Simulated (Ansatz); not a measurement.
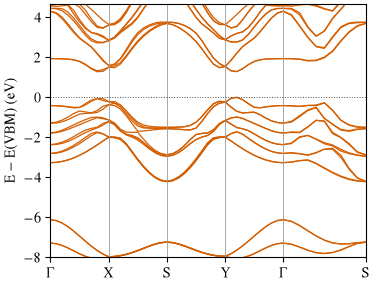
Figure. Band structure from r²SCAN+D4 with spin–orbit coupling (plane waves, PAW; program Ansatz)

The gap is 1.26 eV; an edge lies off the plotted path or next to a special point (maximum on the Y–Γ line, 18 % of the way from Y, minimum off the standard path).

The material is monolayer PbSe (puckered, Pmn2_1 in the vacuum cell, 4 atoms).

The layer was cut from a bulk entry of the Materials Project (measured or hypothetical); whether that bulk phase is the ambient one, and whether the layer has been isolated, was not checked. Symmetry was held in the r²SCAN+D4 relaxation; whether a distortion lowers the energy is not shown.

Potentials: the later of the program's two PAW sets.
